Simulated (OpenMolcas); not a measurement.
C2H7NSi (SMILES C=C[SiH2]N): the energy, rung by rung

C2H7NSi: 11 atoms, total charge 0, spin state singlet. As SMILES, `C=C[SiH2]N`. The coordinates come from a PBE0-D4/def2-TZVP relaxation. This is one conformer, not always the lowest.

```xyz
11

C    -0.6761    1.3370   -0.9450
C     0.0893    1.2086    0.1351
Si    0.5965   -0.4445    0.8326
N     0.0029   -1.8037   -0.0286
H    -0.9671    2.3046   -1.3447
H    -1.0468    0.4656   -1.4791
H     0.4330    2.1167    0.6316
H     0.0995   -0.5366    2.2326
H     2.0832   -0.5167    0.8360
H     0.4049   -2.0860   -0.9063
H    -0.9538   -2.1021    0.0563
```

Quantity: the energy change with the N4–H11 bond stretched from 1.006 to 1.307 Å, in eV. The values are calculated.

```
                      level                 kind     program  value (eV)  CPU time (all runs)
   PBE/cc-pVDZ (restricted)                  GGA  OpenMolcas        1.03              2.3 min
revPBE/cc-pVDZ (restricted)                  GGA  OpenMolcas        1.02              2.2 min
 M06-L/cc-pVDZ (restricted)             meta-GGA  OpenMolcas        1.16              2.9 min
  TPSS/cc-pVDZ (restricted)             meta-GGA  OpenMolcas        1.04                3 min
M06-2X/cc-pVDZ (restricted)      hybrid meta-GGA  OpenMolcas        1.15              2.7 min
  PBE0/cc-pVDZ (restricted)        global hybrid  OpenMolcas        1.15                2 min
B2PLYP/cc-pVDZ (restricted)        double hybrid  OpenMolcas        1.13                 98 s
   MP2/cc-pVDZ (restricted)  perturbation theory  OpenMolcas        1.15                 24 s
```

The first shape isn't each level's own minimum. The values span 1.02 to 1.16 eV. CPU times are rough (shared hosts, several kinds of processor and program).

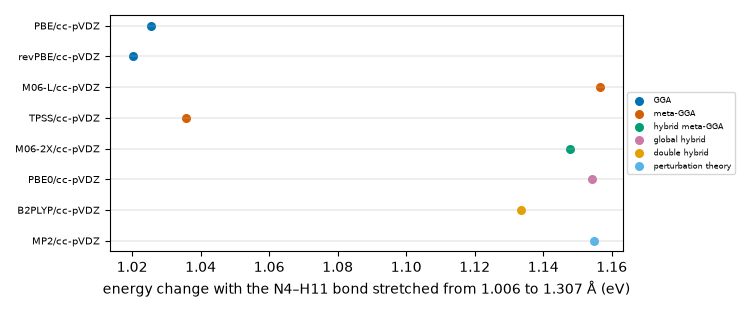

The values of the table, level by level.
